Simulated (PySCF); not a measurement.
CH8N3Si3 (SMILES N#C[SiH2]N[SiH2][N-][SiH3]) (charge −1)

The calculation's input:

```
{"job": {"kind": "nmr", "xc": "PBE0", "basis": "pcSseg-1"}, "charge": -1, "multiplicity": 1}
N     -3.573999     2.355885     0.754624
C     -3.079883     1.357874     0.476473
Si    -2.352185    -0.315169     0.039160
N     -1.164443    -0.069503    -1.131348
Si     0.464168     0.625366    -0.808339
N      1.455121    -0.634204    -0.377851
Si     3.074604    -0.815366     0.008375
H     -2.061512    -0.904407     1.358742
H     -3.487182    -1.050457    -0.561517
H     -1.076620    -0.813095    -1.804958
H      0.691809     1.344777    -2.093898
H      0.132828     1.701452     0.158654
H      3.595348    -0.040395     1.173233
H      4.066251    -0.492452    -1.062130
H      3.311282    -2.242318     0.343213
```

Command:

```sh
OMP_NUM_THREADS=1 python probes_run.py task.json out
```

Geometry: GFN2-xTB.

The calculation used PBE0/pcSseg-1, SCF density, gas phase, non-relativistic in PySCF.

What can the converged electron density and electron localisation function tell about the bonding?

Answer. Si–N (1.66 Å): ρ is about 1.2 e/Å³ halfway; the ELF peaks at about 0.85 between the atoms; a polar covalent bond.
Si–N (1.80 Å): ρ at the midpoint is about 0.92 e/Å³; the ELF peaks at about 0.90 between the atoms (a polar covalent bond).
Si–H (1.48 Å): ρ is about 0.76 e/Å³ halfway; the ELF climbs to about 1 towards the hydrogen, as it does in any bond to H.

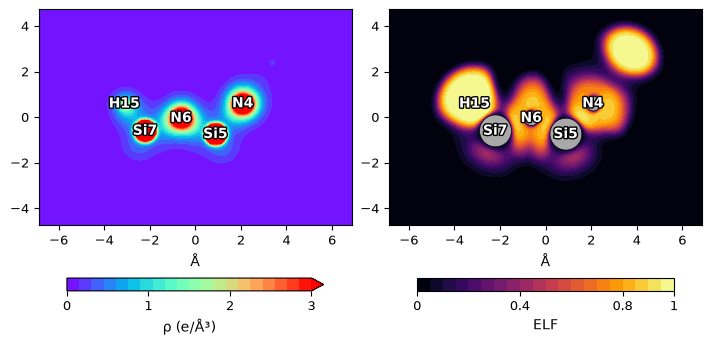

Computed electron density and electron localisation function on the plane of atoms N6, Si7 and H15, in this order. Grey discs cover the atomic cores in the ELF map. 
